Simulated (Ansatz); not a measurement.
## Electronic structure of C₆H₁₆O₄Ti (SMILES CC[O][Ti]([OH])([O]CC)[O]CC) in real space

```xyz
27

C    -1.1475   -3.5317   -0.8090
C    -0.6715   -2.6639    0.3348
O    -0.5548   -1.3307   -0.0681
Ti   -0.9883    0.3486    0.3777
O    -2.4844    0.3213    1.4079
O    -1.2572    1.2835   -1.1178
C    -0.8669    2.2814   -2.0110
C     0.4852    2.8656   -1.6630
O     0.3449    1.0559    1.3270
C     1.6772    1.0499    1.7387
C     2.2908   -0.3320    1.6747
H    -1.2154   -4.5757   -0.4922
H    -0.4553   -3.4688   -1.6511
H    -2.1333   -3.2093   -1.1508
H    -1.3668   -2.7383    1.1815
H     0.3090   -3.0102    0.6876
H    -3.3852    0.5250    1.1548
H    -0.8451    1.8535   -3.0212
H    -1.6295    3.0705   -2.0108
H     0.7549    3.6498   -2.3749
H     0.4729    3.2966   -0.6595
H     1.2575    2.0931   -1.6946
H     2.2459    1.7455    1.1072
H     1.7218    1.4363    2.7645
H     3.3342   -0.2987    1.9987
H     2.2553   -0.7254    0.6564
H     1.7499   -1.0225    2.3259
```

Geometry: PBE0-D4/def2-TZVP.

These are results of RKS PBE0-D4/def2-TZVPP (Ansatz 0.2.0), not measurements.

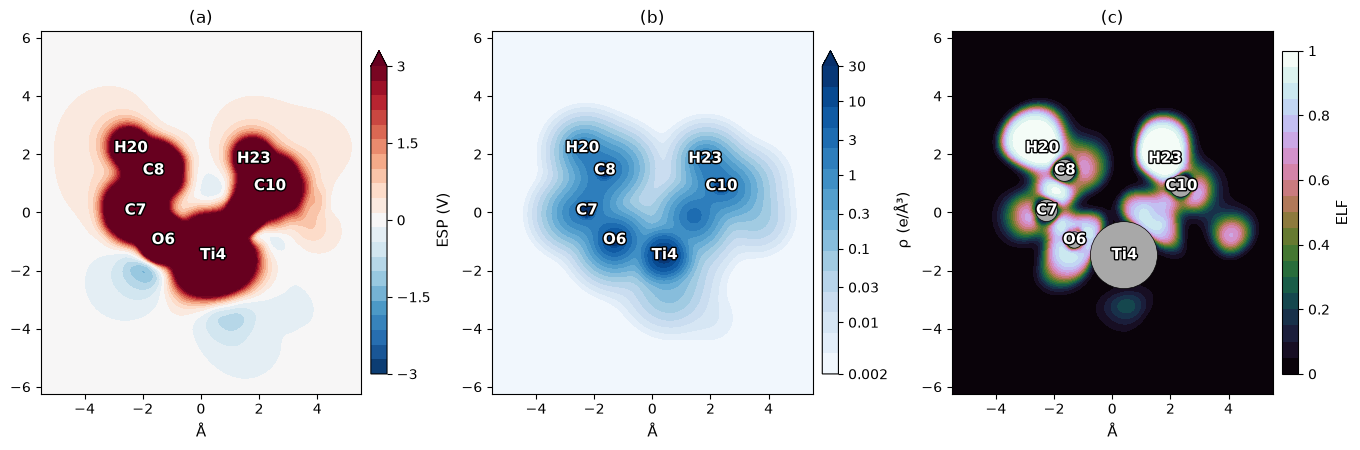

Figure 1. (a) electrostatic potential; (b) total electron density; (c) ELF on the plane of atoms O6, C7 and C8. Grey discs cover the atomic cores in the ELF map.

Question: What does the map show?

Answer: Atoms in the plane: Ti, O, C and H. C–O (1.39 Å): ρ at the midpoint is about 2.1 e/Å³, with its minimum of 1.8 e/Å³ about 0.5 Å from C; the ELF peaks at about 0.85 between the atoms: a shared but strongly polarised pair. C–C (1.51 Å): the density is about 1.7 e/Å³ at the midpoint; the ELF peaks at about 0.95 between the atoms; a covalent bond. Ti–O (1.78 Å): ρ is about 1 e/Å³ halfway; the ELF peaks at about 0.80 in the valence shell of O, 0.5 Å from its nucleus, and drops to about 0.20 between the two atoms. C–H (1.09 Å): the density is about 2 e/Å³ at the midpoint; the ELF climbs to about 1 towards the hydrogen, as it does in any bond to H (an ordinary covalent bond to hydrogen). Outside the dense part of the molecule the potential is most negative (−1.3 V) near O6.

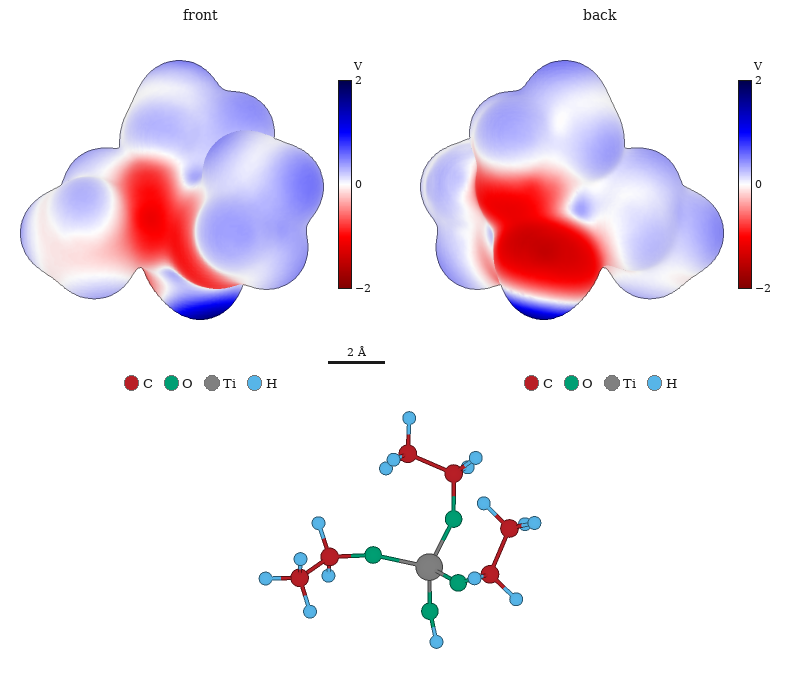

Figure 2. The molecular electrostatic potential painted on the density surface at 0.001 e/bohr³, seen from the front and from behind; red is negative and blue positive. The bare structure is drawn below in the same view.

Question: Describe the electrostatic potential map.

Answer: The most negative region (about −1.4 V, or −32 kcal/mol for a unit charge) lies over O5, the most positive (about +1.6 V, or +37 kcal/mol for a unit charge) over H17. O5 is the likeliest acceptor of a hydrogen bond.

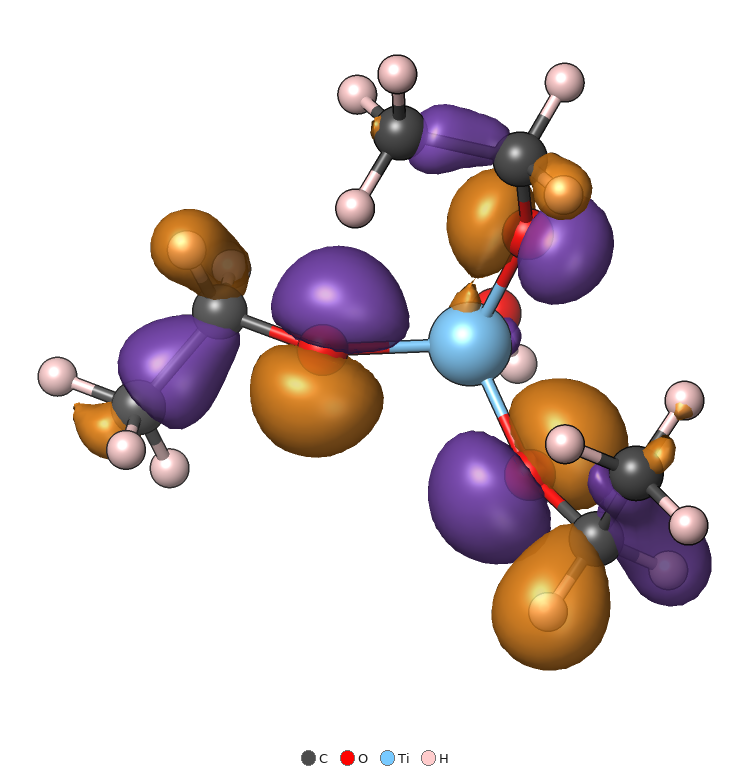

Figure 3. One frontier orbital at ±0.1 Å⁻³ᐟ² (orange and purple are the two phases), seen at a tilt.

Question: Which orbital is it: HOMO or LUMO?

Answer: The HOMO, at −7.60 eV. It lies mainly on O6 (about 25 %), O3 (about 25 %), O9 (about 10 %) and C7 (about 5 %).
